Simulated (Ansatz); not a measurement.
# CH₂OSi (SMILES C=[Si]=O): a short trajectory

Aim: follow the atoms for 40 steps of 0.5 fs with a Langevin thermostat, with velocities drawn for 500 K.

The runs use Ansatz 0.2.0, Gaussian basis; PBE0-D4/def2-SVP.

## Step 1: The starting structure

SMILES `C=[Si]=O`, 5 atoms, charge 0, spin multiplicity 1.

Atoms are counted from 1 here; the program's logs count them from 0.

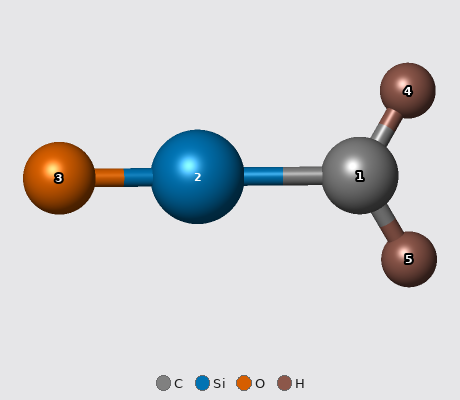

As it starts; carbon grey, silicon blue, oxygen orange, hydrogen brown; atoms are numbered from 1 in the order of the file.

Geometry (Å):

```xyz
5
CH2OSi
C    -0.1797    0.6258   -0.4441
Si    0.3486   -0.7563    0.4862
O     0.9537   -1.9247    1.2093
H    -0.2984    1.5807    0.0458
H    -0.8243    0.4744   -1.2971
```

## Step 2: Dynamics

md/in.yaml reads:

```yaml
crystal:
  periodic: [false, false, false]
  atoms:
    - {symbol: C, position_ang: [-0.179710, 0.625830, -0.444120]}
    - {symbol: Si, position_ang: [0.348640, -0.756320, 0.486190]}
    - {symbol: O, position_ang: [0.953700, -1.924670, 1.209270]}
    - {symbol: H, position_ang: [-0.298380, 1.580710, 0.045780]}
    - {symbol: H, position_ang: [-0.824250, 0.474450, -1.297120]}
basis:
  gaussian: {orbitals: def2-SVP}
hamiltonian: {xc: pbe0, dispersion: d4}
md: {n_steps: 40, timestep: 0.5, temperature: 500, ensemble: nvt_langevin, seed: 570, friction: 0.002, initial_velocities: maxwell_boltzmann}
```

Launch:

```console
$ ansatz run in.yaml --threads 2 --pin off --events-out ev --progress --plain --max-ram 3481MiB
```

What does the calculation give? Wanted: temperature at the start; mean temperature, second half; lowest and highest potential energy, from the first frame; largest change of potential + kinetic.

**Answer**, as computed:

```
                                                 quantity              value
                                                   length  40 steps, 20.0 fs
                                 temperature at the start              400 K
                            mean temperature, second half              314 K
lowest and highest potential energy, from the first frame      0 and 125 meV
                    largest change of potential + kinetic           34.5 meV
```

The thermostat trades energy with the molecule, so the sum of potential and kinetic energy isn't conserved: it changes by +35 meV over the run. The mean temperature of the second half is still well below the 500 K set. The instant temperature ranges from 235 to 421 K, as energy passes between motion and strain. The molecule keeps its bonds. Under Langevin the temperature counts 3N degrees of freedom, more than the drawn velocities fill, so it starts at 400 K, not 500 K.
